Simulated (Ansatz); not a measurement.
Frequency calculation, with input and output: Si2H5O

System: Si2H5O, multiplicity 2, SMILES [SiH2]O[SiH3].
Method: HF/3-21G, UHF (Ansatz 0.2.0).

The geometry was optimised with HF/3-21G. Figures and captions count atoms from 1; the log counts them from 0 in places.

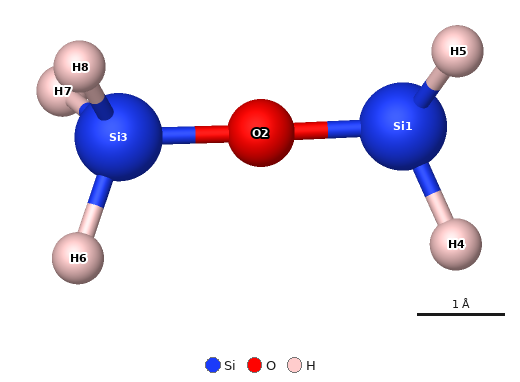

Figure 1. The structure (ball-and-stick view, seen at a tilt; atoms are numbered from 1 in the order of the input).

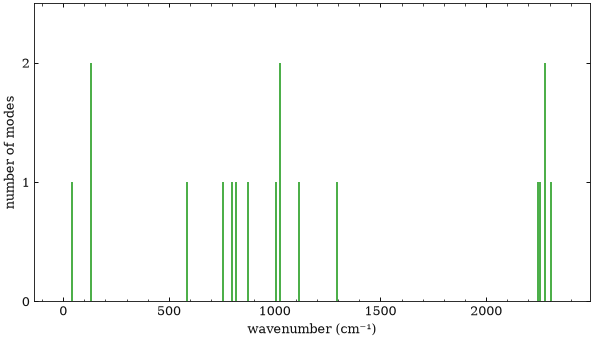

Figure 2. Harmonic vibrational wavenumbers from the force constants; neighbouring modes closer than 10 cm⁻¹ are counted in one stick. 18 modes from 44 to 2308 cm⁻¹, none imaginary.

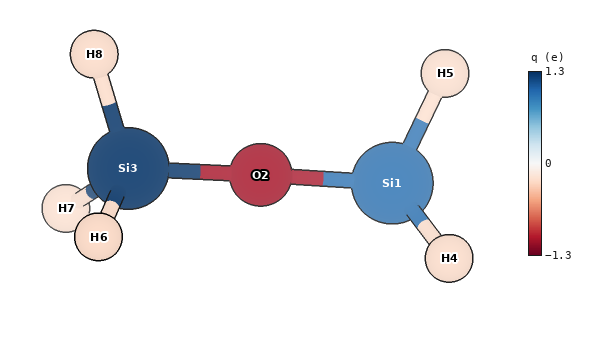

Figure 3. Mulliken charges, as the colour of each atom (ball-and-stick view, seen at a tilt; atoms are numbered from 1 in the order of the input; Mulliken charges depend strongly on the basis). By element: Si +0.99 to +1.26, O −1.07 and H −0.24 to −0.23 e.

The input and output of the run follow.

### Input
```yaml
crystal:
  periodic: [false, false, false]
  atoms:
    - symbol: Si
      position_ang: [-1.332080, 0.992156, -0.947652]
    - symbol: O
      position_ang: [-0.244538, 0.133286, -0.052042]
    - symbol: Si
      position_ang: [0.798082, -0.721863, 0.891994]
    - symbol: H
      position_ang: [-1.761099, 0.223516, -2.150190]
    - symbol: H
      position_ang: [-0.758572, 2.298883, -1.377189]
    - symbol: H
      position_ang: [1.096227, -2.043283, 0.282022]
    - symbol: H
      position_ang: [0.214992, -0.951581, 2.239121]
    - symbol: H
      position_ang: [2.079187, 0.011886, 1.058036]
basis:
  gaussian:
    orbitals: 3-21G.json
magnetization:
  spin_polarized: true
  initial_magnetization: 1
hamiltonian:
  xc: hf
phonons:
  temperatures:
    t_min: 298.15
    t_max: 298.15
    t_step: 1
```

Command:
```bash
ansatz run input.yaml --threads 1 --pin off --max-ram 3480MiB --events-out events.jsonl --progress --plain --runs-dir runs
```

### What the program printed
```
Functional definition: HF
  name "HF"
  exchange = exact_x
  correlation = 0
504 factors; integrals over basis functions are off by at most 2.7e-4 eV
mean field evaluation 1: about -17744.4894 eV, gradient 2.2e1 eV
mean field evaluation 2: about -17744.6905 eV, gradient 2.2e1 eV
mean field evaluation 4: about -17746.6420 eV, gradient 1.6e0 eV
mean field evaluation 8: about -17746.6843 eV, gradient 1.8e-1 eV
mean field -17746.68517198 eV, -652.1786509349 hartree, gradient 1.3e-5 eV, S^2 0.751824; 0 other end points of the search recorded, 0 dependent functions left out
the calculation of the forces begins
reference -17746.68517198 eV, -652.1786509349 hartree; 21, 20 occupied and 24, 25 virtual orbitals, 504 factors
these checks for a lower state are left out or cut short: stability, starts, cluster_reference, orbital_swaps, neighbouring_geometries, increment
504 factors; integrals over basis functions are off by at most 2.7e-4 eV
mean field evaluation 16: about -17746.4024 eV, gradient 3.3e-3 eV
mean field -17746.68508931 eV, -652.1786478969 hartree, gradient 2.9e-6 eV, S^2 0.751826; 0 other end points of the search recorded, 0 dependent functions left out
[... from here on the field's lines of each further geometry are left out, up to the last ...]
the calculation of the forces begins
reference -17746.68516322 eV, -652.1786506130 hartree; 21, 20 occupied and 24, 25 virtual orbitals, 504 factors
these checks for a lower state are left out or cut short: stability, starts, cluster_reference, orbital_swaps, neighbouring_geometries, increment
504 factors; integrals over basis functions are off by at most 2.7e-4 eV
mean field -17746.68516372 eV, -652.1786506314 hartree, gradient 2.9e-6 eV, S^2 0.751825; 0 other end points of the search recorded, 0 dependent functions left out
the calculation of the forces begins
reference -17746.68516372 eV, -652.1786506314 hartree; 21, 20 occupied and 24, 25 virtual orbitals, 504 factors
Total energy: -17746.68517198 eV, -652.1786509349 hartree
Atom 0 at    -1.332080     0.992156    -0.947652 Å, force     0.000992    -0.000630     0.000407 eV/Å
Atom 1 at    -0.244538     0.133286    -0.052042 Å, force    -0.000523     0.000213     0.000142 eV/Å
Atom 2 at     0.798082    -0.721863     0.891994 Å, force     0.000201     0.000437    -0.000689 eV/Å
Atom 3 at    -1.761099     0.223516    -2.150190 Å, force    -0.000025    -0.000077     0.000052 eV/Å
Atom 4 at    -0.758572     2.298883    -1.377189 Å, force    -0.000100     0.000174     0.000043 eV/Å
Atom 5 at     1.096227    -2.043283     0.282022 Å, force     0.000057     0.000176     0.000122 eV/Å
Atom 6 at     0.214992    -0.951581     2.239121 Å, force    -0.000128     0.000102     0.000021 eV/Å
Atom 7 at     2.079187     0.011886     1.058036 Å, force    -0.000474    -0.000395    -0.000097 eV/Å
Dipole moment:    -0.073723     0.017694     0.047951 e Å
Vibrations: 43.84 131.41 135.53 586.91 757.47 799.46 815.75 875.48 1004.18 1021.81 1024.94 1117.15 1293.31 2244.75 2256.34 2279.99 2280.48 2308.09 cm⁻¹, zero-point energy 1.300401 eV
```

### Summary

| quantity | value |
| --- | --- |
| outcome | converged |
| total energy | −652.178651 hartree |
| basis functions | 45 |
| largest force | 0.001 eV/Å |
| ⟨S²⟩ | 0.752 |
| zero-point energy | 0.047789 hartree |
| dipole moment | 0.43 D |
| wavenumbers, lowest and highest | 44 and 2308 cm⁻¹ |
| hardware | 1 thread of Arm Neoverse N1, 112 GiB of memory available, shared host |
| wall time | 29 s |
| peak memory | 0.093 GiB |
